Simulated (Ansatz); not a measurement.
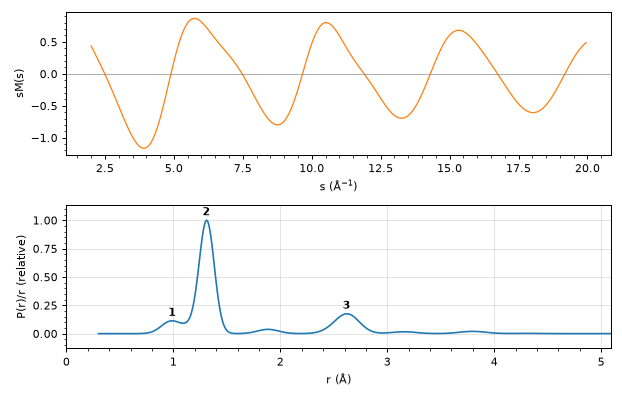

Simulated gas electron diffraction: reduced molecular intensity sM(s) from the Debye equation in the first Born approximation (top) and the radial distribution curve (bottom) of CH₂BO (spin multiplicity 2). Each pair of atoms contributes with weight ZᵢZⱼ/r; damping constant 0.001 Å²; vibrational amplitudes assumed, not computed: 0.05 Å for bonds, 0.078 Å for bonds to H, 0.06 + 0.015 r up to 0.15 Å for other pairs. The geometry is the end point of an optimisation (UKS B3LYP-D4/def2-mTZVP (Ansatz)); it may be a saddle point or a higher isomer.

Which pairs of atoms lie under the numbered peaks? Mark bonded pairs by – and others by ···.

Peak 1, 0.99 Å: O–H 0.97 Å
Peak 2, 1.31 Å: O–C 1.30 Å, C–B 1.34 Å
Peak 3, 2.62 Å: C···H 2.50 Å, O···B 2.63 Å, not resolved
